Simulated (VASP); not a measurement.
Band structure of SnSe₂ (1T layered). Method: RPBE GGA, VASP's PBE PAW potentials (set 64) (plane waves; VASP).

Without a dispersion term in the relaxation, distances and binding between the weakly bound layers, chains or molecules are unreliable, and so is what depends on them. Unless said otherwise, spin-orbit coupling is left out, though it shifts the bands of the heavy elements here.

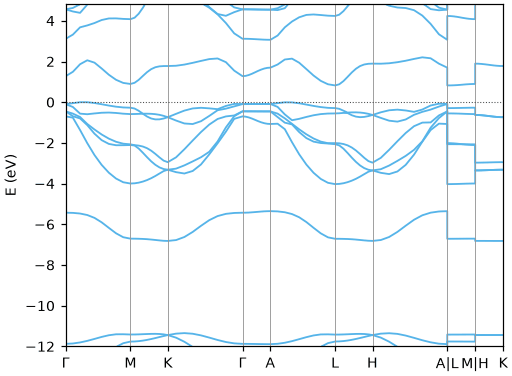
*Bands along high-symmetry lines, zero at the valence-band maximum or, without a gap, the Fermi level*

Read the plot: is there a gap, and where are the band edges?

The gap is indirect, 0.82 eV, from the valence maximum at Γ-M at 0.33 to the conduction minimum at L. (Edges off the drawn lines would not show.)

Measured: gap 0.98 eV (computed value off by -0.16 eV), as given by Joseph M. Gonzalez et al., Physical Review B (2016), arXiv:1609.04381.

The compound is SnSe2 in the 1T layered structure. It was relaxed first, which changed the volume by +35 %.
